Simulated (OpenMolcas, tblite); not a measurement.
# A ladder of methods for C3H8Si (SMILES CC(C)[SiH])

C3H8Si: 12 atoms, total charge 0, spin state singlet. As SMILES, `CC(C)[SiH]`. The shape is that of a PBE0-D4/def2-TZVP optimisation. This is one conformer, not always the lowest.

```csv
atom,x (Å),y (Å),z (Å)
C,-0.2531,0.9070,-1.0628
C,0.0976,-0.4363,-0.4602
C,0.7899,-0.3575,0.9041
Si,-1.1690,-1.5057,0.4676
H,-0.8401,0.7875,-1.9765
H,-0.8506,1.4989,-0.3644
H,0.6402,1.4864,-1.3224
H,0.6942,-1.0344,-1.1504
H,0.7504,0.6459,1.3250
H,0.2847,-1.0109,1.6986
H,1.8075,-0.7475,0.9085
H,-1.8748,-0.2886,1.0670
```

Quantity: the dipole moment, in D. The values are calculated.

```tsv
level	kind	program	value (D)	CPU time
GFN2-xTB	semi-empirical	tblite	0.86	under 2 s
HF/6-31G* (spherical functions)	Hartree–Fock	OpenMolcas	1.86	6.6 s
SVWN5/6-31G* (spherical functions)	LDA	OpenMolcas	2.16	32 s
revPBE/6-31G* (spherical functions)	GGA	OpenMolcas	2.12	44 s
TPSS/6-31G* (spherical functions)	meta-GGA	OpenMolcas	2.11	59 s
B3LYP/6-31G* (Cartesian functions)	global hybrid	OpenMolcas	1.93	44 s
```

The values span 0.86 to 2.16 D. Magnitudes only. CPU times are rough (shared hosts, several kinds of processor): they show what a rung costs within a factor of a few.

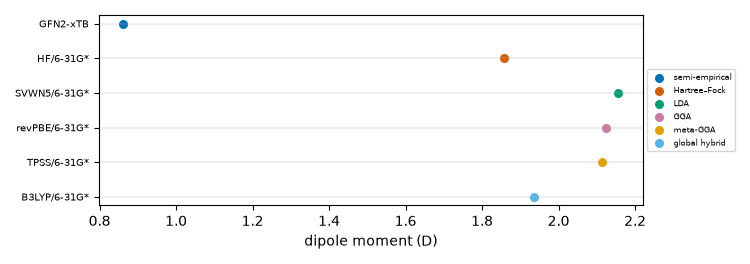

The values of the table, level by level.
